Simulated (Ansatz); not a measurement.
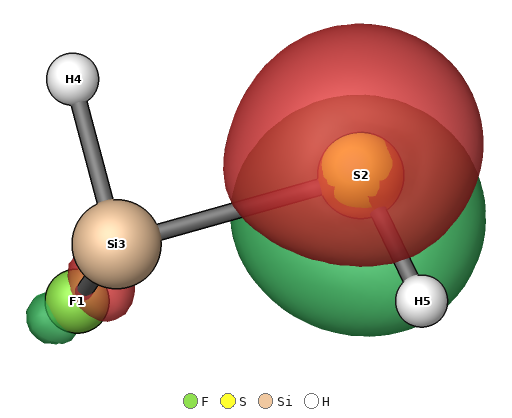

FH2SSi (SMILES F[SiH-]S) (charge −1). The HOMO−1 at ±0.15 Å⁻³ᐟ² (green and red are the two phases), seen at a tilt.

Geometry: PBE0-D3(BJ)/def2-SVPD.

Method: isolated molecule in a Gaussian basis; Kohn-Sham density functional theory, functional PBE0 in Ansatz.

Input

```
crystal:
  periodic: [false, false, false]
  atoms:
    - {symbol: F, position_ang: [0.194530, -2.130531, -0.039836]}
    - {symbol: S, position_ang: [-0.873246, 0.561101, -1.181730]}
    - {symbol: Si, position_ang: [0.350504, -0.480548, 0.450371]}
    - {symbol: H, position_ang: [-0.917305, -0.472761, 1.343565]}
    - {symbol: H, position_ang: [0.166957, 0.951220, -1.950889]}
basis:
  gaussian: {orbitals: def2-TZVPD}
total_charge: -1
hamiltonian: {xc: pbe0}
output: {forces: true, orbitals: {seedname: orbitals}}
```

Command:

```sh
ansatz run input.yaml --threads 1 --pin off --max-ram 2610MiB --events-out events.jsonl --progress --plain --runs-dir runs
```

> Describe this orbital and give its energy.

It lies mainly on S2 (about 85 %); largely a lone pair of S2. Its energy is −2.39 eV.
